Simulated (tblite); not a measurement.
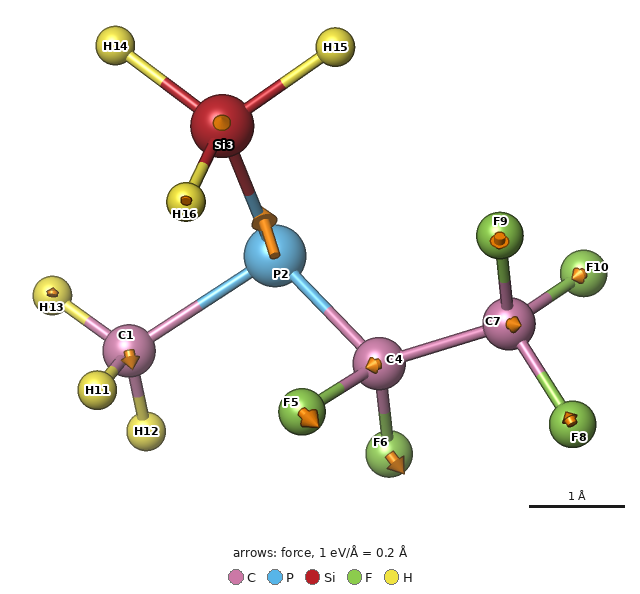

Starting geometry of C$_{3}$H$_{6}$F$_{5}$PSi with the computed forces as orange arrows. Style: ball-and-stick. Shown at a tilt.

Level of theory: tblite, GFN2-xTB geometry optimisation, gas phase. 

> Is this structure relaxed? If not, where do the atoms go?

It isn't relaxed: the largest force vector, on P2, is 3.48 eV/Å. The final displacements follow the starting forces only in part (cosine between the two patterns 0.34). After 64 geometry steps the energy has fallen by 13.4 kcal/mol. The largest move after the best rigid fit is that of F6, 0.37 Å. Largest moves by element: F 0.37 Å, H 0.19 Å, C 0.17 Å, P 0.10 Å, Si 0.07 Å. Near-neighbour distances that change, for instance: P2–C4 1.797 → 1.881 Å, P2–Si3 2.212 → 2.262 Å, C7–F8 1.357 → 1.329 Å, Si3–H16 1.490 → 1.462 Å. Bond angles that change, for instance: P2–C4–F5 102.4° → 114.5°, P2–C4–C7 122.7° → 111.0°, P2–C4–F6 98.8° → 109.2°.
